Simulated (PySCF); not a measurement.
## A study: C3H4ClF, SMILES `FC/C=C\Cl`

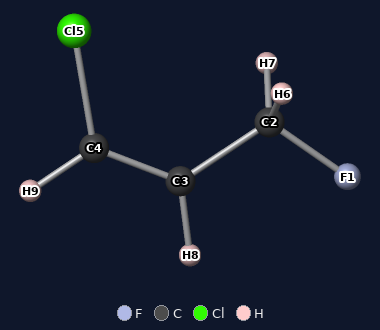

The molecule, with its atoms numbered as below. No frequency check shows the geometry to be a minimum.

Geometry (Å), atoms numbered from 1:

```
F1       2.6091    0.2338    0.0001
C2       1.2574    0.4541   -0.0004
C3       0.5143   -0.8428    0.0006
C4      -0.8033   -0.9439   -0.0004
Cl5     -1.8319    0.4360    0.0002
H6       1.0282    1.0490    0.8924
H7       1.0286    1.0461   -0.8952
H8       1.1245   -1.7328    0.0018
H9      -1.3320   -1.8825   -0.0019
```

## 1. Bonding charge

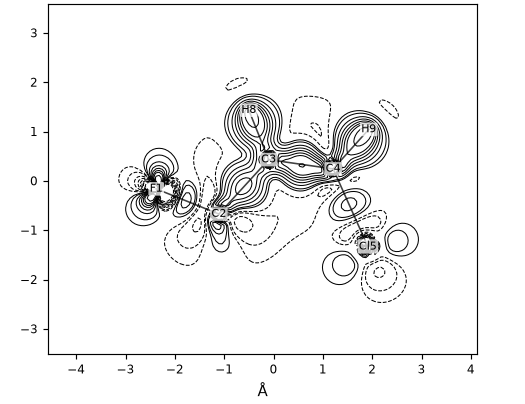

Deformation density (molecule less spherical, spin-averaged free atoms) in the plane of F1, C2, C3, C4, Cl5, H8 and H9; contours at ±0.05 to ±0.8 e/Å³; solid lines: gain, dashed lines: loss.

PySCF calculation, PBE0/cc-pVTZ, gas phase; geometry: GFN2-xTB.

Question: Describe the bonding that the map shows.

Answer: C4–H9: +0.84 e/Å³ at the bond critical point (bond length 1.08 Å, Mayer order 1.0). C3–C4: +0.80 e/Å³ at the bond critical point (bond length 1.32 Å, Mayer order 1.8). C3–H8: +0.79 e/Å³ at the bond critical point (bond length 1.08 Å, Mayer order 0.9). C2–C3: +0.58 e/Å³ at the bond critical point (bond length 1.50 Å, Mayer order 1.0). C4–Cl5: +0.23 e/Å³ at the bond critical point (bond length 1.72 Å, Mayer order 1.1). F1–C2: −0.06 e/Å³ at the bond critical point (bond length 1.37 Å, Mayer order 1.0); up to 0.6 Å beside the axis the gain reaches +0.25 e/Å³. In all, 2.1 electrons gather in the regions of gain relative to the promolecule. A small or negative value marks a very polar bond, one between electron-rich atoms, whose free-atom densities already overlap strongly, a long bond to a heavier atom, or a closed-shell contact such as a hydrogen bond.

## 2. Electrostatic potential

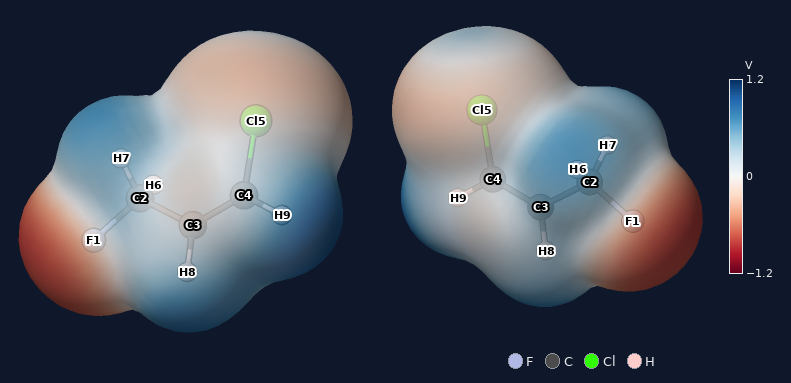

Electrostatic potential on the surface of electron density 0.001 a.u. (back view left, front view right).

Question: Where are the extremes of the potential on the surface?

Answer: Highest: 1.11 V, 1.3 Å from H9. Further maxima include 0.91 V, 1.3 Å from H8; 0.69 V, 1.3 Å from H7, and at like points elsewhere. Lowest: −0.81 V, 1.6 Å from F1. Further minima include −0.32 V, 2.1 Å from Cl5, and at like points elsewhere; −0.17 V, off the C3–C4 bond (2.1 to 2.2 Å from its atoms), and at like points elsewhere. The surface is sampled at points, so like sites can differ by a few per cent and only the strongest of them is named.

Question: Does Cl5 carry a σ-hole?

Answer: Yes: a local maximum of +0.36 V lies on the extension of the C4–Cl5 bond.

## 3. In an electric field

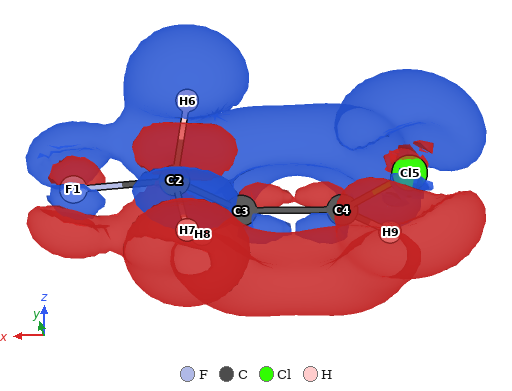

Change of the electron density in a uniform field of 0.41 V/Å, surfaces at ±0.002 e/Å³ (red: gain, blue: loss).

PySCF calculation, PBE/def2-SVP, gas phase; geometry: GFN2-xTB. A basis without diffuse functions makes polarisabilities too small.

Question: Along which Cartesian direction does the field point?

Answer: Along +z: electrons gather on the −z side, against the field.

Question: What dipole is induced, and what polarisability does it imply?

Answer: The induced dipole is 0.53 D (along the field); α along this axis, from the fields in both directions, is 26 bohr³ (3.9 Å³).

Question: Which atoms gain and lose the most charge?

Answer: Electrons gather most on H7 (Hirshfeld charge changes by −0.012 e) and leave H6 most (+0.012 e); 0.066 electrons are displaced in all.

## 4. Localised orbitals

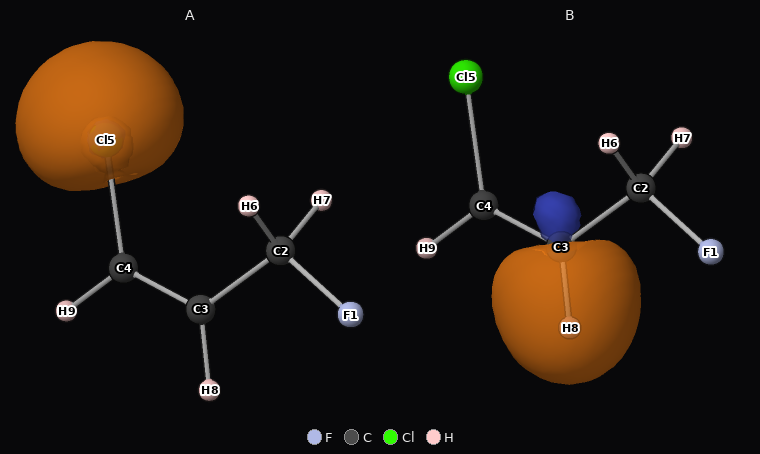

Pipek–Mezey orbitals, occupied; each surface holds about 85 % of the orbital's density. Energies are diagonal elements of the Fock matrix.

Computed with PySCF, LDA (SVWN)/aug-cc-pVDZ, geometry: GFN2-xTB.

Question: Name the orbitals, with their atomic make-up and energies.

Answer: By panel:
- A: lone pair on Cl5 (s-type) (Cl5 100 %; −17.6 eV)
- B: σ bond C3–H8 (C3 56 %, H8 41 %; −12.8 eV)
